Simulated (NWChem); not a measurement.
# NO+ (nitrosonium): levels of theory compared

Aim: a comparison of 6 runs (BLYP/aug-cc-pVTZ, M06-L/aug-cc-pVTZ, PBE/aug-cc-pVTZ, r2SCAN/aug-cc-pVTZ, CCSD/aug-cc-pVTZ, CCSD(T)/aug-cc-pVTZ) of NO+ (nitrosonium). 

The results are computed with NWChem 7.3.0.

**1. Starting point**

NO+ has 2 atoms, charge +1, and is taken as a singlet. SMILES: `N#[O+]`. The N1–O2 distance was set to 1.223 Å, away from the relaxed value.

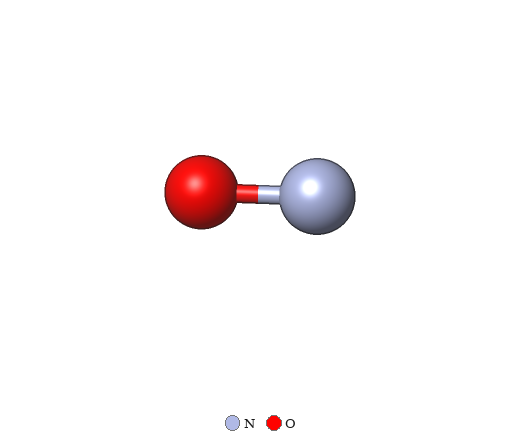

The structure, seen from a chosen angle (nitrogen light blue, oxygen red).

**2. The energy at BLYP/aug-cc-pVTZ (run 1)**

File geom.xyz:

```xyz
2
nitrosyl
N      0.000000     0.000000    -0.159480
O      0.000000     0.000000     1.063220
```

File run.py:

```python
from ase.io import read
from ase.calculators.nwchem import NWChem

atoms = read('geom.xyz')

calc = NWChem(
    label='geom',
    theory='dft',
    memory='2200 mb',
    basis='aug-cc-pVTZ',
    basispar='spherical bse',
    charge=1,
    dft={'xc': 'becke88 lyp', 'mult': '1', 'grid': 'fine', 'convergence': 'energy 1e-08', 'iterations': '100', 'mulliken': None},
    task='energy',
)
atoms.calc = calc

print(f"energy = {atoms.get_potential_energy():.6f} eV")
print("dipole (e A):", atoms.get_dipole_moment().round(4))
```

Started as:

```
export ASE_NWCHEM_COMMAND="nwchem PREFIX.nwi > PREFIX.nwo"
python run.py
```

Log:

```text
energy = -3525.071413 eV
dipole (e A): [-0.    -0.     0.358]
```

The calculator wrote geom.nwi:

```
title "geom"

permanent_dir geom

scratch_dir geom

start geom

geometry units angstrom nocenter noautosym noautoz
  N  0.0000000000000000e+00 0.0000000000000000e+00 -1.5948000000000001e-01
  O  0.0000000000000000e+00 0.0000000000000000e+00 1.0632200000000001e+00
end

charge 1

memory 2200 mb

basis spherical bse noprint
   * library aug-cc-pVTZ
end

dft
  xc becke88 lyp
  mult 1
  grid fine
  convergence energy 1e-08
  iterations 100
  mulliken
end

task dft energy
```

geom.nwo:

```text
Northwest Computational Chemistry Package (NWChem) 7.3.0
             --------------------------------------------------------

           Job information
           ---------------

    nwchem branch   = 7.3.0
    use scalapack   = T
    input           = geom.nwi
    prefix          = geom.
    data base       = geom/geom.db
    status          = startup
    nproc           =        1

           Memory information
           ------------------

[... 5 lines left out ...]
    hardfail = no
[... 89 lines left out ...]
          Convergence on energy requested:  1.00D-08
[... 21 lines left out ...]
          Convergence Information
[... 32 lines left out ...]
 1-e energy   =    -209.991394
[... 40 lines left out ...]
      One electron energy =     -218.478561007458
[... 8 lines left out ...]
                       DFT Final Molecular Orbital Analysis
[... 723 lines left out ...]
     Multipole analysis of the density
     ---------------------------------

     L   x y z        total         alpha         beta         nuclear
     -   - - -        -----         -----         ----         -------
     0   0 0 0      1.000000     -7.000000     -7.000000     15.000000

     1   1 0 0     -0.000000     -0.000000     -0.000000      0.000000
[... 8 lines of this table left out ...]
     2   0 0 2     -4.584659    -18.757670    -18.757670     32.930681

 Task  times  cpu:        8.7s     wall:        8.7s
 Total times  cpu:        8.7s     wall:        8.7s
```

Run time: 9.9 s. Hardware: 1 thread of Intel Xeon Platinum 8488C (Sapphire Rapids), shared host; peak memory 0.11 GiB.

**3. A single-point energy at M06-L/aug-cc-pVTZ (run 2)**

File calc.xyz:

```xyz
2

N      0.000000     0.000000    -0.159480
O      0.000000     0.000000     1.063220
```

File calc.nw:

```
start calc
memory stack 880 mb heap 220 mb global 1100 mb
charge 1

geometry units angstrom noautosym nocenter noautoz
  load calc.xyz
end

basis spherical bse
  * library aug-cc-pVTZ
end

dft
  xc m06-l
  grid fine
  convergence energy 1e-08
  maxiter 100
  mulliken
end

task dft energy
```

Started as:

```
nwchem calc.nw > calc.out
```

Log:

```text
[...]
          Wavefunction type:  closed shell.
          No. of atoms     :     2
          No. of electrons :    14
[...]
          Charge           :     1
          Spin multiplicity:     1
[...]
          AO basis - number of functions:    92
[...]
              XC Information
              --------------
                        M06-L Method XC Functional
                         M06-L Exchange Functional  1.000
                       M06-L Correlation Potential  1.000
[...]
 d= 0,ls=0.0,diis     1   -129.3043311723 -1.54D+02  1.98D-02  2.62D+00     1.2
[...]
 d= 0,ls=0.0,diis    11   -129.5257763367 -7.59D-11  6.64D-08  1.10D-11     8.9
         Total DFT energy =     -129.525776336657
      One electron energy =     -218.523966064161
           Coulomb energy =       79.597413154541
    Exchange-Corr. energy =      -14.835688581190
 Nuclear repulsion energy =       24.236465154153
[...]
      Total Density - Mulliken Population Analysis
     ---------------------------------------------
    Atom       Charge   Shell Charges
 -----------   ------   -------------------------------------------------------
    1 N    7     6.15   1.96  0.28  1.11  0.64  0.06  0.76  1.31  0.05 -0.01  0.01  0.04 -0.06  0.01 -0.01
    2 O    8     7.85   1.95  0.28  1.11  0.72 -0.06  1.14  1.90  0.71 -0.01  0.00  0.04  0.05  0.00  0.01
[...]
```

Run time: 9.6 s. Hardware: 1 thread of Intel Xeon Platinum 8488C (Sapphire Rapids), shared host; peak memory 0.11 GiB.

Runs 3 to 5 aren't shown in full; the table further down has their settings and results.

**4. A single-point energy at CCSD(T)/aug-cc-pVTZ (run 6)**

File m1.nw:

```
start m1
memory total 2200 mb
charge 1
geometry units angstroms noautosym nocenter noautoz
N        0.000000       0.000000      -0.159480
O        0.000000       0.000000       1.063220
end
basis "ao basis" spherical bse
* library aug-cc-pVTZ
end
scf
thresh 1e-08
maxiter 80
end
ccsd
freeze core 2
maxiter 60
end
task ccsd(t) energy
```

Started as:

```
nwchem m1.nw > m1.out
```

Log:

```text
[...]
  functions       =    92
[...]
  wavefunction    = RHF
[...]
         Total SCF energy =   -128.871249480159
      One-electron energy =   -218.026001860969
      Two-electron energy =     64.918287226657
 Nuclear repulsion energy =     24.236465154153
        Time for solution =     10.8s
[...]
 Total MP2 energy:           -129.346561508357553
[...]
             energy      energy      error      ampl     ampl      Block
                                                time     time      time
[...]
 Total CCSD energy:           -129.314699884504677
[...]
 Total CCSD+T(CCSD) energy:           -129.349839987311071
[...]
 Total CCSD(T) energy:                -129.344636446359033
[...]
```

It took 83 s on 1 thread of Intel Xeon Platinum 8488C (Sapphire Rapids), shared host; peak memory 0.17 GiB.

**5. Overview of the runs**

```
run                level  integration grid  iteration cap  energy (Eh)  HOMO energy (eV)  LUMO energy (eV)  HOMO–LUMO gap (eV)  wall time
  1     BLYP/aug-cc-pVTZ              fine            100  -129.543986            -22.82            -16.03                6.79      9.9 s
  2    M06-L/aug-cc-pVTZ              fine            100  -129.525776            -23.08            -15.72                7.36      9.6 s
  3      PBE/aug-cc-pVTZ              fine            100  -129.418533            -22.85            -16.07                6.79      8.4 s
  4   r2SCAN/aug-cc-pVTZ              fine            100  -129.472851            -23.40            -15.94                7.46      9.3 s
  5     CCSD/aug-cc-pVTZ                 –             80  -129.314700            -28.75             -9.64               19.11       76 s
  6  CCSD(T)/aug-cc-pVTZ                 –             80  -129.344636            -28.75             -9.64               19.11       83 s
```

**6. Summary of results**

| quantity | value |
| --- | --- |
| run 6: total energy | -129.34464 Eh |
| run 6: HOMO energy (Hartree–Fock orbitals) | -28.75 eV |
| run 6: LUMO energy (Hartree–Fock orbitals) | -9.64 eV |
| run 6: HOMO–LUMO gap (Hartree–Fock orbitals) | 19.11 eV |
| run 6: correlation energy (2 core orbitals frozen) | -473.4 mEh |
| run 6: (T) correction | -29.94 mEh |

Over runs 1, 2, 3, 4 the HOMO–LUMO gap runs from 6.79 eV (BLYP/aug-cc-pVTZ) to 7.46 eV (r2SCAN/aug-cc-pVTZ). Totals of different functionals can't be ranked against each other. All runs together took 3.3 min, the longest 83 s.
